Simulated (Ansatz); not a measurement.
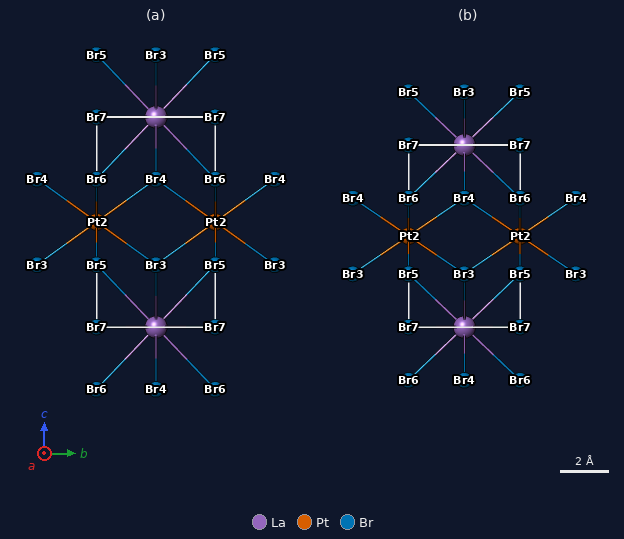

The structure of crystalline LaPtBr$_{5}$ (built on the MgPPd5-123 type type) before (left) and after (right) a relaxation, at one scale.

Style: ball-and-stick. Shown: the cell of the calculation, along the a axis.

Method: Ansatz, DFT, PBEsol, plane waves, PAW.

The input:
```yaml
crystal:
  lattice:
    - [5.00125846, 0.0, 0.0]
    - [0.0, 5.00125846, 0.0]
    - [0.0, 0.0, 8.85433863]
  atoms:
    - { symbol: La, position: [0.5, 0.5, 0.0] }
    - { symbol: Pt, position: [0.0, 0.0, 0.5] }
    - { symbol: Br, position: [0.0, 0.5, 0.29635465] }
    - { symbol: Br, position: [0.0, 0.5, 0.70364535] }
    - { symbol: Br, position: [0.5, 0.0, 0.29635465] }
    - { symbol: Br, position: [0.5, 0.0, 0.70364535] }
    - { symbol: Br, position: [0.0, 0.0, 0.0] }
kpoints:
  mp_grid: { grid: [4, 4, 4] }
hamiltonian:
  xc: pbesol
scf:
  occupations: { method: fermi_dirac, width: 0.03 }
relax:
  f_tol: 0.01
  cell: {}
  max_steps: 120
output:
  write_density: true
  write_potential: true
  elf: true
  volumetric_format: npy
```

Run as
```bash
ansatz run input.yaml --threads 4 --pin off --max-ram 4608MiB --backend cpu --events-out ev --progress --plain --runs-dir out
```

Question: What changed between the two?

Answer: The energy falls by 289 meV per atom in 6 accepted moves (7 points after the start). Largest force component: 0.087 eV/Å at the start, 0.00053 eV/Å at the end. Pressure: −8.82 GPa at the start and −0.01 GPa at the end. The SCF was repeated once at an unchanged geometry on a basis and grid sized afresh for the cell, which shifted the energy by 0.8 meV per atom at most. The largest moves relative to the cell, 0.033 Å, are those of Br3, Br4, Br5 and Br6. Br4 goes along +c. La and Pt stay in place. Cell: a = b 5.001 → 4.696 Å (−6.1 %), c 8.854 → 7.673 Å (−13.3 %). Volume −23.6 %. Some distances before and after: Br3–Br4 3.606 → 3.192 Å, La1–Br3 3.625 → 3.246 Å, Br3–Br7 3.625 → 3.246 Å, Pt2–Br3 3.083 → 2.839 Å. Among the angles between lasting bonds that change: La1–Br4–La1 87.2° → 92.7°, Pt2–Br4–Pt2 108.4° → 111.6°, La1–Br4–Pt2 115.0° → 112.8°. The space group stays P4/mmm (No. 123). The run took 24 s on 4 threads of Arm Neoverse V1, on a shared host, peak memory 0.67 GiB.
